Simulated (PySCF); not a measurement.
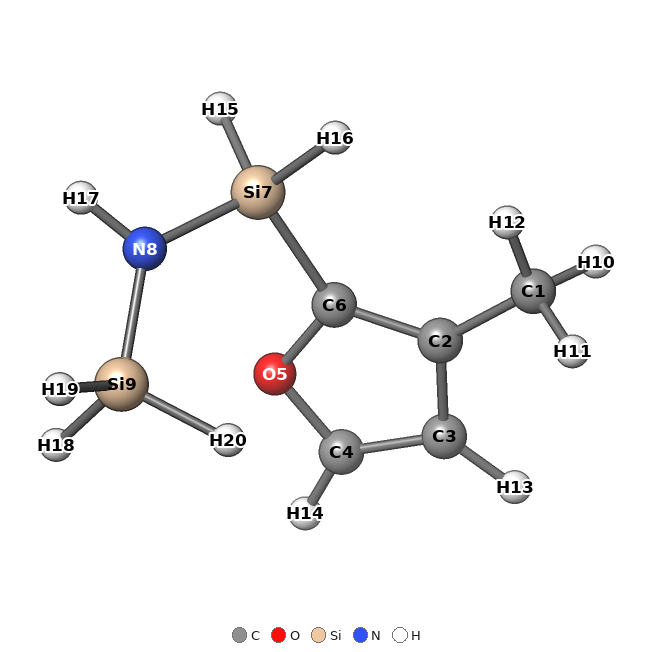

The computed structure is the end point of a PBE0-D3(BJ)/def2-SVP optimisation. No frequency run is at hand to confirm it as a minimum. Level of theory: delta-SCF UKS SCAN, pcX-2 on the ionised atom, pcseg-1 elsewhere, spin-free X2C (PySCF 2.14.0).

Give the core-electron binding energies (to vacuum; p and d levels without spin–orbit splitting) of C1 1s, C2 1s, C3 1s, C4 1s, O5 1s, C6 1s, Si7 1s, Si7 2p, N8 1s, Si9 1s, Si9 2p.

```json
{"atom": "C1", "level": "1s", "binding energy (eV)": "290.9"}
{"atom": "C2", "level": "1s", "binding energy (eV)": "290.4"}
{"atom": "C3", "level": "1s", "binding energy (eV)": "290.2"}
{"atom": "C4", "level": "1s", "binding energy (eV)": "291.4"}
{"atom": "O5", "level": "1s", "binding energy (eV)": "539.5"}
{"atom": "C6", "level": "1s", "binding energy (eV)": "290.7"}
{"atom": "Si7", "level": "1s", "binding energy (eV)": "1846.6"}
{"atom": "Si7", "level": "2p", "binding energy (eV)": "106.9"}
{"atom": "N8", "level": "1s", "binding energy (eV)": "404.0"}
{"atom": "Si9", "level": "1s", "binding energy (eV)": "1846.7"}
{"atom": "Si9", "level": "2p", "binding energy (eV)": "107.0"}
```
